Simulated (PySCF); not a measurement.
SMILES [OH][Sn]([SH])([OH])[SH] at its B3LYP/def2-SVP optimised geometry (Å):

```
9

O     -1.6515     0.6144     0.0000
Sn    -0.7750    -1.1729     0.0000
O     -1.2482    -1.8859     1.7913
S      1.6515    -1.1729     0.0000
S     -1.6526    -2.4295    -1.8898
H     -1.3559     1.1729    -0.7337
H     -2.1230    -1.5762     2.0710
H      1.6630    -1.1939     1.3554
H     -0.6783    -3.3646    -1.7799
```

Calculation: B3LYP/def2-TZVP, def2 effective core potentials past Kr (PySCF 2.14.0). The core electrons that the potentials of Sn replace are not part of the density.

Map of the Laplacian of the electron density (e/bohr⁵), clipped to [-1.50, 1.50] on the plane z = 0.8 Å:

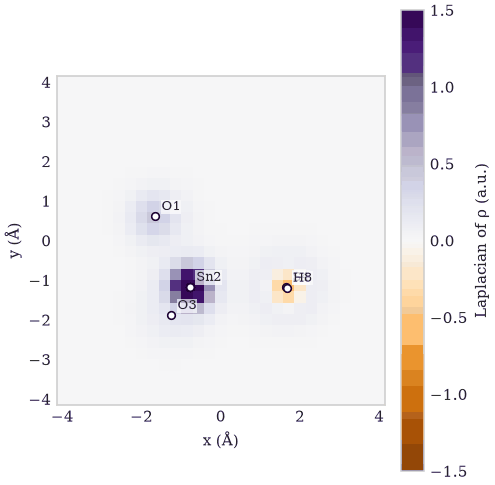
*Laplacian of the electron density (e/bohr⁵), clipped to [-1.50, 1.50] on the plane z = 0.8 Å.*
